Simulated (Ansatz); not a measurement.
**Fields on a plane of SnS (rock salt)**

```yaml
crystal:
  lattice:
    - [0.00000, 2.87186, 2.87186]
    - [2.87186, 0.00000, 2.87186]
    - [2.87186, 2.87186, 0.00000]
  atoms:
    - { symbol: Sn, position: [0.50000, 0.50000, 0.50000] }
    - { symbol: S, position: [0.00000, 0.00000, 0.00000] }
```

The slice is a {111} plane (indices of the conventional cell) through the point (0.000, 0.000, 0.000) (fractional), spanned by u = [100] and v = [-1 2 0] in vectors of this cell: u (4.06 Å) and v (7.03 Å, at 90° to u). It covers one period; positions are fractions (u, v).

Atoms on it: S at (0.00, 0.00); S at (0.50, 0.50).

Calculation: PBEsol (plane waves to 420 eV, PAW, scalar-relativistic; Ansatz, a program for electronic structure). k mesh 10×10×10. These are valence fields of a PAW run, semicore shells included where kept as valence: close to a nucleus they are smooth pseudo fields. SnS was relaxed with its symmetry unable to fall. This is one of several known forms of SnS; the measured ambient cells at hand have space group No. 62.

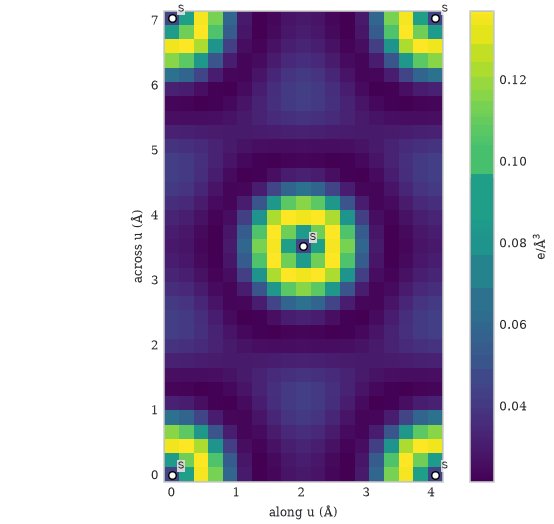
Figure. Density of the lowest conduction band (whole band as if filled, smooth part) in e/Å³, one period of the plane, atoms marked. 

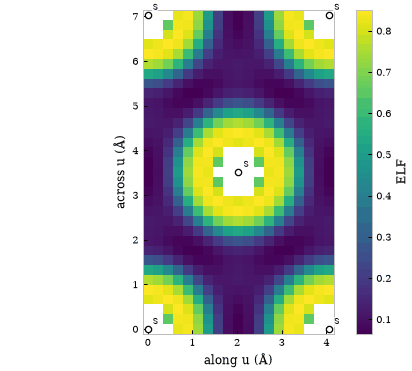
Fig. 1. Electron localisation function (ELF), one period of the plane, atoms marked. Points within 0.5 Å of a nucleus are left white, as the pseudised field means little there.
